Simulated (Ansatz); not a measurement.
## Electronic structure of B₂H₂O in real space

```xyz
5

B    -0.7222   -0.1415   -0.3557
B     0.6364    0.4840    0.1696
O     0.2044   -0.8165    0.4435
H    -1.7696   -0.5504   -0.7901
H     1.6509    1.0243    0.5326
```

Theory: Ansatz, UKS PBE-D4/def2-SVP.

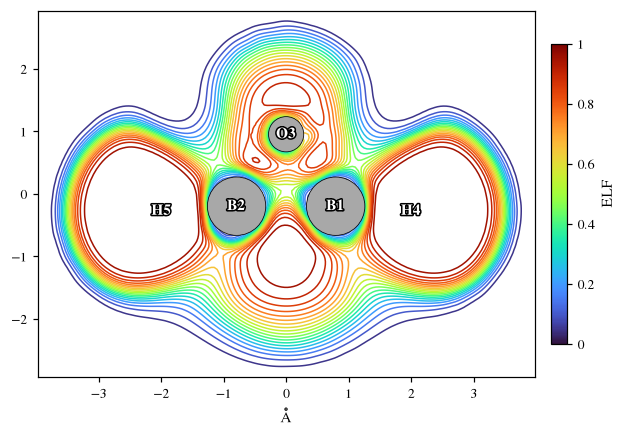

Figure 1. ELF on the molecular plane. Grey discs cover the atomic cores.

**What do the fields say about this system?**

- The plane passes through B, O and H nuclei.
- B–O (1.40 Å): the ELF peaks at about 0.85 between the atoms, as expected for a shared but strongly polarised pair.
- B–B (1.59 Å): the ELF peaks at about 0.70 between the atoms.
- B–H (1.21 Å): the ELF climbs to about 1 towards the hydrogen, as it does in any bond to H (a covalent bond by its length).
- The ELF also peaks beside O3, away from the bonds: lone-pair regions.

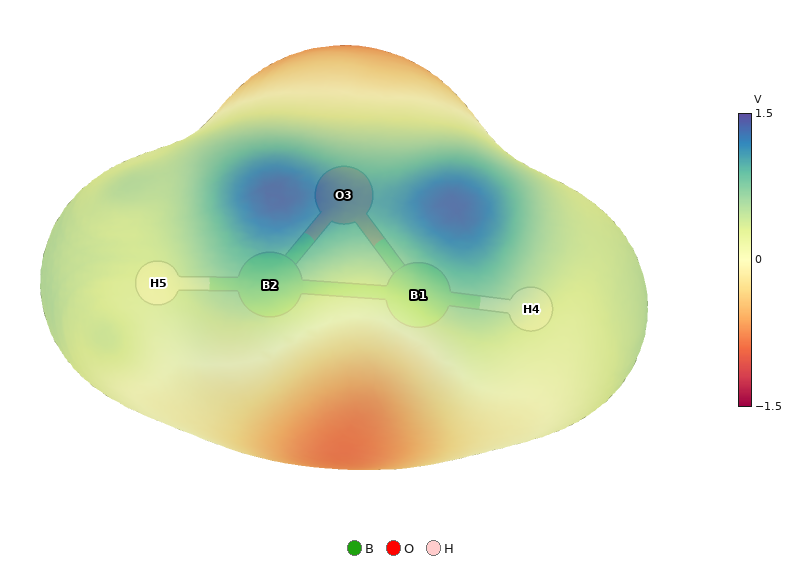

Figure 2. The electrostatic potential painted on the density surface at 0.002 e/bohr³, seen at a tilt; red is negative and blue positive.

**Where is the surface potential most negative and most positive?**

The most negative region (about −0.9 V, or −21 kcal/mol for a unit charge) lies over O3, the most positive (about +1.3 V, or +30 kcal/mol for a unit charge) over B1 and B2.

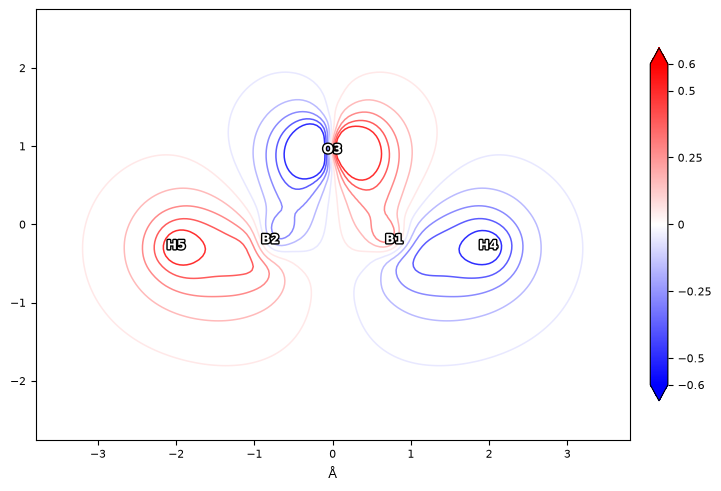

Figure 3. The HOMO−1 on the molecular plane (values in Å⁻³ᐟ²; the overall sign is arbitrary).

**Where does this orbital lie, and at what energy?**

It lies mainly on O3 (about 30 %), B1 (about 20 %), B2 (about 20 %), H4 (about 15 %) and H5 (about 15 %); it is symmetric in the molecular plane (an in-plane orbital: σ, lone-pair or in-plane π type). Its energy is −9.15 eV.
